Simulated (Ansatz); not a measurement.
# Si2H5F3: single-point calculation

System: Si2H5F3.
Method: RKS PBE0-D4/def2-TZVPP (Ansatz 0.2.0).

The geometry is a transition state. The reaction was set up to form Si1–Si7 and F2–H6 and to break Si1–F2 and H6–Si7 (atoms counted from 1 in the order of the input); sticks are drawn by distance alone. The geometry comes from this level: PBE0-D4/def2-TZVP.

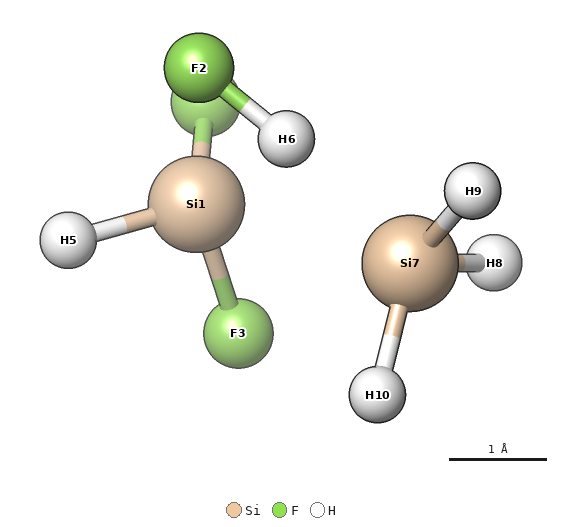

*The structure as given in the input (ball-and-stick view, seen at a tilt; atoms are numbered from 1 in the order of the input).*

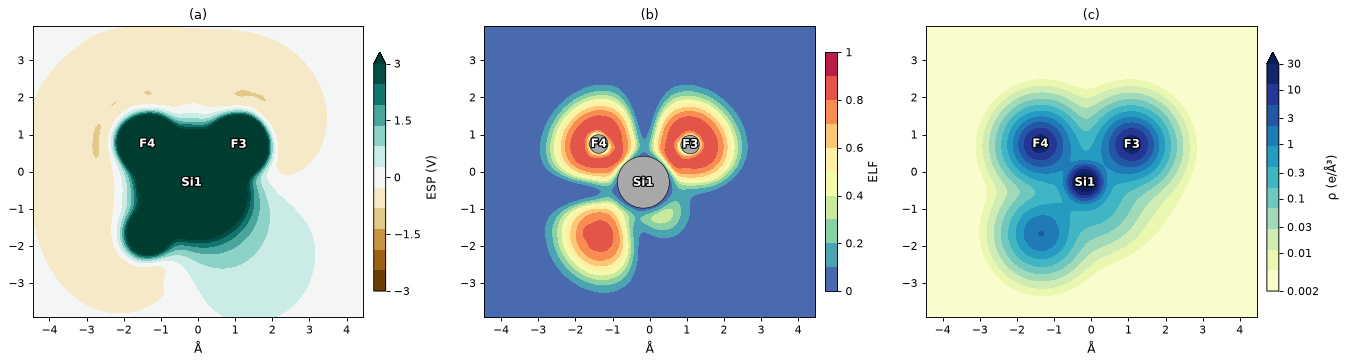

*(a) molecular electrostatic potential; (b) electron localisation function; (c) electron density on the plane of atoms F3, Si1 and F4. Grey discs, where drawn, cover atomic cores.*

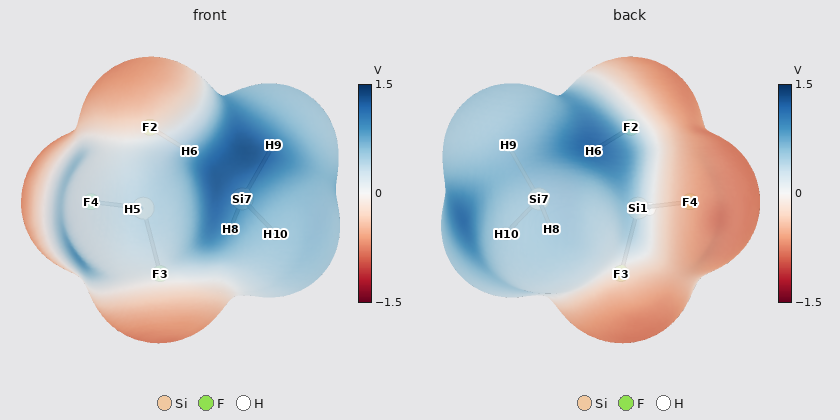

*The electrostatic potential painted on the density surface at 0.001 e/bohr³, seen at a tilt and from behind; red is negative and blue positive.*

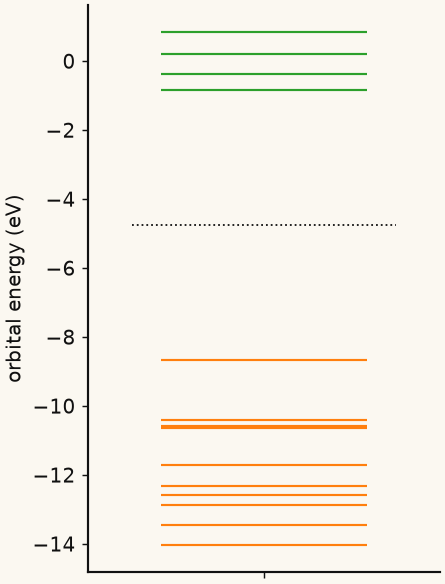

*Orbital energies near the frontier; the dotted line parts filled from empty levels, and levels within 0.02 eV of each other stand side by side.*

Highest filled −8.66 eV, lowest empty −0.83 eV, 7.83 eV apart.

These pictures come from the run below.

Input file:
```yaml
crystal:
  periodic: [false, false, false]
  atoms:
    - {symbol: Si, position_ang: [-0.258738, -1.179060, -0.038152]}
    - {symbol: F, position_ang: [1.574697, -1.055543, -0.594243]}
    - {symbol: F, position_ang: [-1.742826, -0.716622, 0.405205]}
    - {symbol: F, position_ang: [0.189853, -1.992279, 1.242806]}
    - {symbol: H, position_ang: [-0.551901, -1.931907, -1.259644]}
    - {symbol: H, position_ang: [1.051568, -0.035290, -0.347671]}
    - {symbol: Si, position_ang: [-0.009325, 1.391372, 0.101947]}
    - {symbol: H, position_ang: [-0.417344, 1.560965, 1.513375]}
    - {symbol: H, position_ang: [1.230143, 2.172074, -0.168023]}
    - {symbol: H, position_ang: [-1.066027, 1.786289, -0.855599]}
basis:
  gaussian: {orbitals: def2-TZVPP}
hamiltonian: {xc: pbe0, dispersion: d4}
output: {orbitals: {seedname: orbitals}}
```

Run as:
```bash
ansatz run in.yaml --threads 8 --pin off --events-out ev --progress --plain --max-ram 19148MiB
```

Log:
```
Functional definition: PBE0
  name "PBE0"
  cite "Adamo & Barone, J. Chem. Phys. 110, 6158 (1999) doi:10.1063/1.478522"
  cite "Perdew, Burke & Ernzerhof, Phys. Rev. Lett. 77, 3865 (1996) doi:10.1103/PhysRevLett.77.3865"
  parent pbe
  parameter a = 0.25
  parameter kappa = 0.804
  parameter beta = 0.06672455060314922
  exchange = (1 - a)*pbe_x(kappa = kappa, mu = beta*pi^2/3) + a*exact_x
  correlation = pbe_c(beta = beta)
1345 factors; their error is unknown
mean field evaluation 1: about -23975.7976 eV, gradient 5.0e1 eV
mean field evaluation 2: about -23970.9715 eV, gradient 7.8e1 eV
mean field evaluation 4: about -23979.0594 eV, gradient 3.3e0 eV
mean field evaluation 8: about -23979.0748 eV, gradient 6.5e-2 eV
mean field evaluation 16: about -23979.1362 eV, gradient 2.0e-5 eV
mean field -23979.13617923 eV, -881.2170009444 hartree, gradient 2.0e-5 eV, S^2 0.000000; 0 other end points of the search recorded, 0 dependent functions left out
reference -23979.13621044 eV, -881.2170020915 hartree; 30, 30 occupied and 217, 217 virtual orbitals, 1345 factors
Total energy: -23979.30371980 eV, -881.2231579469 hartree
```

Key numbers:

| quantity | value |
| --- | --- |
| outcome | converged |
| total energy | −23979.3037 eV |
| mean-field energy | −23979.1362 eV |
| dispersion energy | −0.1675 eV |
| SCF solution under orbital rotations | stable |
| HOMO | −8.66 eV |
| LUMO | −0.83 eV |
| hardware | 8 threads of Intel Xeon @ 2.50GHz, 31 GiB of memory available, shared host |
| wall time | 1.7 s (CPU time 10 s) |
| peak memory | 0.66 GiB |
